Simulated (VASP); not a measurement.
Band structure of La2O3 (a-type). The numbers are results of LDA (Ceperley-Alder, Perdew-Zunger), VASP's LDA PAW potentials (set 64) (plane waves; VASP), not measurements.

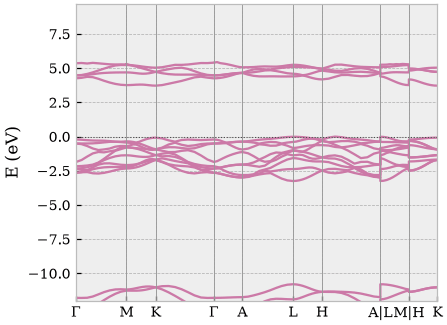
Figure. Bands along high-symmetry lines, zero at the valence-band maximum or, without a gap, the Fermi level

Question: Read the plot: is there a gap, and where are the band edges?

Answer: The gap is indirect, 3.72 eV, from the valence maximum at H-A at 0.22 to the conduction minimum at K. (Edges off the drawn lines would not show.)

The compound is La2O3 in the a-type structure. It was relaxed first, which changed the volume by -6 %.
